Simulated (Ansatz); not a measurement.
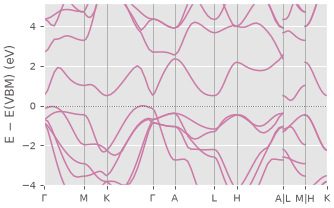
Figure. Band structure from LDA in the plane-wave PAW code Ansatz

The gap is 0.15 eV; an edge lies off the plotted path or next to a special point (maximum on the K–Γ line, 79 % of the way from K, minimum off the standard path).

The material is SnSe$_{2}$ (CdI2 type, P-3m1).

The LDA relaxation kept the symmetry of its start; of distortions, only those at the zone centre were tested. A crystal of weakly bound layers computed without a dispersion correction: the cell and the soft elastic constants depend strongly on that. Spin–orbit coupling is left out wherever it is not named.

Potentials: the later of the program's two PAW sets.
